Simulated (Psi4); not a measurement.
# BSiH5O− (SMILES [BH2-]O[SiH3]) at UHF/6-311+G(d,p)

Aim: the vertical doublet–quartet gap of BSiH5O− at UHF/6-311+G**, from 2 runs. 

The results are computed with Psi4 1.11.

2 further runs of the same task are left out: 2 set aside as unsound or not needed.

**1. The molecule**

The species is BSiH5O− (8 atoms), meant as a doublet with charge -1. SMILES: `[BH2-]O[SiH3]`. The coordinates come from a GFN2-xTB relaxation.

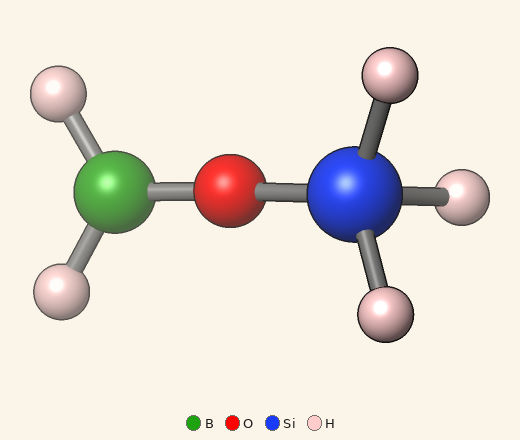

Viewed from a chosen angle; boron green, oxygen red, silicon blue, hydrogen pink.

**2. A single-point energy at UHF/6-311+G(d,p)**

bh5osi.xyz

```xyz
8
BH5OSi
B     -0.215950     1.005800    -1.355720
O     -0.107400     0.208020    -0.271140
Si     0.243930    -0.764680     0.931390
H     -0.694960     0.572570    -2.373600
H      0.316150     2.087710    -1.363460
H     -0.992070    -0.493660     1.899930
H      0.083830    -2.226560     0.694170
H      1.366470    -0.389200     1.838420
```

bh5osi.py

```python
import psi4

psi4.set_memory(1600000000)
psi4.set_num_threads(1)
psi4.core.set_output_file('psi4.out', False)

with open('bh5osi.xyz') as f:
    atoms = ''.join(f.readlines()[2:])
geom = psi4.geometry('-1 2\n' + atoms + 'symmetry c1\nno_reorient\nno_com')

options = {'basis': '6-311+G**', 'reference': 'uhf', 'puream': True, 'e_convergence': 1e-09, 'd_convergence': 1e-08, 'scf_type': 'pk', 'maxiter': 200}
psi4.set_options(options)

e_tot, wfn = psi4.energy('scf', molecule=geom, return_wfn=True)
psi4.oeprop(wfn, 'LOWDIN_CHARGES', 'QUADRUPOLE', 'MULLIKEN_CHARGES', title='SCF')
print(f'scf energy: {e_tot:.10f} Eh')
```

The run is started by

```console
$ python bh5osi.py
```

psi4.out:

```text
[...]
  Running in c1 symmetry.
[...]
  Nuclear repulsion =  101.195270419555840
[...]
  Multiplicity = 2
[...]
  Nalpha       = 17
  Nbeta        = 16
[...]
    Number of basis functions: 104
[...]
   @UHF iter   1:  -391.23822054706119   -7.78848e-01   5.51043e-03 ADIIS/DIIS
[...]
   @UHF iter  23:  -391.42114191795741   -5.16707e-11   8.73227e-09 DIIS
[...]
   @S^2 Observed:                7.527265083E-01
[...]
    Orbital Energies [Eh]
    ---------------------
    Alpha Occupied:
       1A    -68.683401     2A    -20.401331     3A     -7.448815
       4A     -6.023677     5A     -4.132189     6A     -4.131192
       7A     -4.130772     8A     -1.206821     9A     -0.667442
      10A     -0.514770    11A     -0.452904    12A     -0.433377
      13A     -0.418513    14A     -0.358890    15A     -0.294645
      16A     -0.254850    17A      0.042563
    Alpha Virtual:
      18A      0.151454    19A      0.177664    20A      0.186180
      21A      0.192750    22A      0.211362    23A      0.213833
      24A      0.254275    25A      0.263783    26A      0.290874
[...]
  @UHF Final Energy:  -391.42114191795741
   => Energetics <=
    Nuclear Repulsion Energy =            101.1952704195558397
    One-Electron Energy =                -746.2133045776627114
    Two-Electron Energy =                 253.5968922401494297
    Total Energy =                       -391.4211419179574136
  UHF NO Occupations:
  HONO-2 :   15  A 1.9998536
  HONO-1 :   16  A 1.9989394
[...]
 Multipole Moments:
 ------------------------------------------------------------------------------------
     Multipole            Electronic (a.u.)      Nuclear  (a.u.)        Total (a.u.)
 ------------------------------------------------------------------------------------
 L = 1.  Multiply by 2.5417464519 to convert [e a0] to [Debye]
 Dipole X            :         -2.7469305            2.9394501            0.1925196
 Dipole Y            :          6.7744340           -8.4310131           -1.6565791
 Dipole Z            :         -6.6669308            9.0464969            2.3795661
 Magnitude           :                                                    2.9057964
 L = 2.  Multiply by 1.3450342976 to convert [e a0^2] to [Debye ang]
 Quadrupole XX       :        -53.8699304           16.4264224          -37.4435079
 Quadrupole XY       :         16.5203595          -13.7227520            2.7976075
[...]
  Mulliken Charges: (a.u.)
   Center  Symbol    Alpha    Beta     Spin     Total
       1     B     3.52608  2.24553  1.28055 -0.77161
       2     O     3.98018  4.15764 -0.17746 -0.13782
       3    SI     6.64273  6.60228  0.04045  0.75500
       4     H     0.50301  0.57206 -0.06905 -0.07506
       5     H     0.50282  0.57227 -0.06945 -0.07510
       6     H     0.62620  0.62728 -0.00108 -0.25348
       7     H     0.61000  0.61216 -0.00216 -0.22215
       8     H     0.60898  0.61079 -0.00180 -0.21977
   Total alpha = 17.00000, Total beta = 16.00000, Total charge = -1.00000
[...]
```

Standard output:

```text
scf energy: -391.4211419180 Eh
```

Run time: 4.2 s. Hardware: 1 thread of Intel Xeon 6975P-C (Granite Rapids), shared host; peak memory 0.41 GiB.

**3. The quartet, same level**

calc.in

```
memory 1600 mb

molecule {
  -1 4
  B     -0.215950     1.005800    -1.355720
  O     -0.107400     0.208020    -0.271140
  Si     0.243930    -0.764680     0.931390
  H     -0.694960     0.572570    -2.373600
  H      0.316150     2.087710    -1.363460
  H     -0.992070    -0.493660     1.899930
  H      0.083830    -2.226560     0.694170
  H      1.366470    -0.389200     1.838420
  units angstrom
  symmetry c1
  no_reorient
  no_com
}

set basis 6-311+G**
set reference uhf
set puream true
set e_convergence 1e-09
set d_convergence 1e-08
set scf_type pk
set maxiter 200

energy("hf")
print_variables()
```

The run is started by

```console
$ psi4 -i calc.in -o calc.out -n 1
```

calc.out:

```text
[...]
  Running in c1 symmetry.
[...]
  Nuclear repulsion =  101.195270419555840
[...]
  Multiplicity = 4
[...]
  Nalpha       = 18
  Nbeta        = 15
[...]
    Number of basis functions: 104
[...]
   @UHF iter   1:  -390.90901094650019   -4.49638e-01   6.14031e-03 ADIIS/DIIS
[...]
   @UHF iter  28:  -391.18809019811704   -4.35421e-11   9.25932e-09 DIIS
[...]
   @S^2 Observed:                3.768899225E+00
[...]
    Orbital Energies [Eh]
    ---------------------
    Alpha Occupied:
       1A    -68.763987     2A    -20.472192     3A     -7.452924
       4A     -6.106808     5A     -4.217069     6A     -4.211987
       7A     -4.210111     8A     -1.275908     9A     -0.754943
      10A     -0.634306    11A     -0.536277    12A     -0.510147
      13A     -0.456073    14A     -0.441040    15A     -0.416089
      16A     -0.278410    17A     -0.012620    18A     -0.004104
    Alpha Virtual:
      19A      0.156633    20A      0.165515    21A      0.168659
      22A      0.187051    23A      0.198551    24A      0.212627
      25A      0.232135    26A      0.244935    27A      0.267949
[...]
  @UHF Final Energy:  -391.18809019811704
   => Energetics <=
    Nuclear Repulsion Energy =            101.1952704195558397
    One-Electron Energy =                -744.1054356548957003
    Two-Electron Energy =                 251.7220750372227656
    Total Energy =                       -391.1880901981170382
  UHF NO Occupations:
  HONO-2 :   16  A 1.0000000
  HONO-1 :   17  A 1.0000000
[...]
 Multipole Moments:
 ------------------------------------------------------------------------------------
     Multipole            Electronic (a.u.)      Nuclear  (a.u.)        Total (a.u.)
 ------------------------------------------------------------------------------------
 L = 1.  Multiply by 2.5417464519 to convert [e a0] to [Debye]
 Dipole X            :         -2.4038013            2.9394501            0.5356488
 Dipole Y            :          8.7570225           -8.4310131            0.3260094
 Dipole Z            :        -10.1455601            9.0464969           -1.0990632
 Magnitude           :                                                    1.2653623
[...]
```

Run time: 4.5 s. Hardware: 1 thread of Intel Xeon 6975P-C (Granite Rapids), shared host; peak memory 0.41 GiB.

**4. What came out**

Level: UHF/6-311+G**.

| quantity | value |
| --- | --- |
| doublet: total energy | -391.42114 Eh |
| doublet: HOMO energy (highest over α and β) | 1.16 eV |
| doublet: LUMO energy (lowest over α and β) | 4.12 eV |
| doublet: ⟨S²⟩ | 0.753 |
| quartet: total energy | -391.18809 Eh |
| quartet: HOMO energy (highest over α and β) | -0.11 eV |
| quartet: ⟨S²⟩ | 3.769 |
| vertical energy of the quartet above the doublet | 6.342 eV |

What this shows: At this shape the quartet lies 6.34 eV (146 kcal/mol) above the doublet. For an anion a state so high probably lies above electron detachment. The HOMO (doublet) lies at positive energy, 1.16 eV: the electron is unbound at this level or held by a compact basis; values depend on the basis.
